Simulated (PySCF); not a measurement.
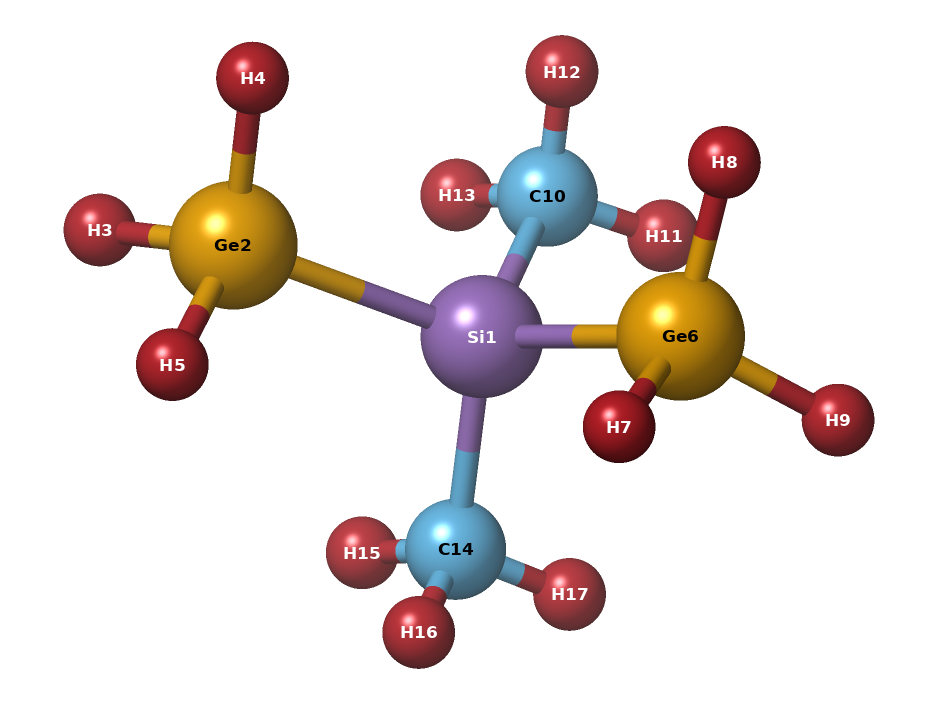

The computed structure is the end point of a PBE0-D3(BJ)/def2-SVP optimisation. No frequency run is at hand to confirm it as a minimum. Properties computed with delta-SCF UKS SCAN, pcX-2 on the ionised atom (unc-x2c-TZVPall on a metal), pcseg-1 elsewhere, spin-free X2C (PySCF 2.14.0).

Give the core-electron binding energies (to vacuum; p and d levels without spin–orbit splitting) of Si1 1s, Si1 2p, C10 1s.

```csv
atom,level,binding energy (eV)
Si1,1s,1845.7
Si1,2p,106.2
C10,1s,290.1
```
